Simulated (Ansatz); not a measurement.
**F$_{5}$Si (charge −1): density, localisation and related maps**

```xyz
6

Si    0.0001    0.0001    0.0000
F    -0.0174   -0.0056    1.6879
F     0.0186    0.0071   -1.6879
F     1.6542    0.0101    0.0177
F    -0.8382    1.4262   -0.0036
F    -0.8173   -1.4379   -0.0141
```

Geometry: PBE0-D4/def2-SVPD.

These are results of Ansatz, RKS PBE0-D4/def2-TZVPD, not measurements.

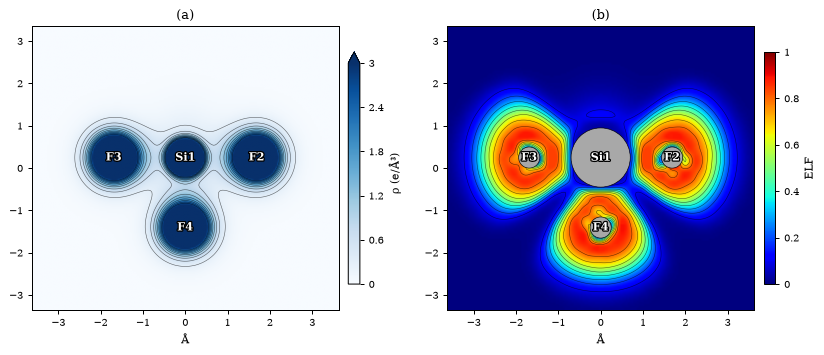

Figure 1. (a) total electron density; (b) ELF on the plane of atoms F3, Si1 and F4. Grey discs cover the atomic cores in the ELF map.

> Describe what can be read from this map.

The plane passes through Si and F nuclei.
Si–F (1.65 Å): ρ is about 1.1 e/Å³ halfway; the ELF peaks at about 0.85 in the valence shell of F, 0.6 Å from its nucleus, and is about 0.60 at the midpoint.
The ELF also peaks beside F4, F3 and F2, away from the bonds: lone-pair regions.

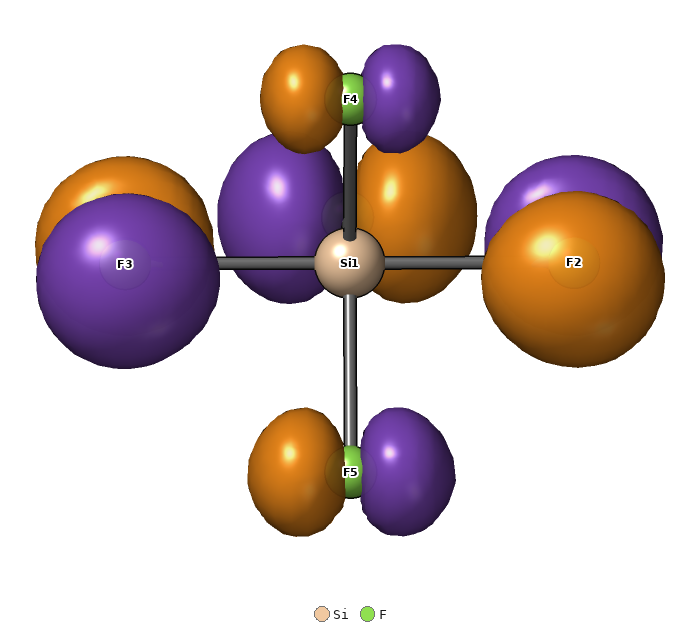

Figure 2. The HOMO at ±0.15 Å⁻³ᐟ² (orange and purple are the two phases), seen at a tilt.

> What is the character of this orbital?

Its weight (Hirshfeld) is mainly on F2 (about 30 %), F3 (about 30 %), F6 (about 25 %), F4 (about 5 %) and F5 (about 5 %); largely a combination of lone pairs on F2, F3, F6, F4 and F5. It is one of a degenerate set, so its orientation is arbitrary. Its energy is −5.22 eV.
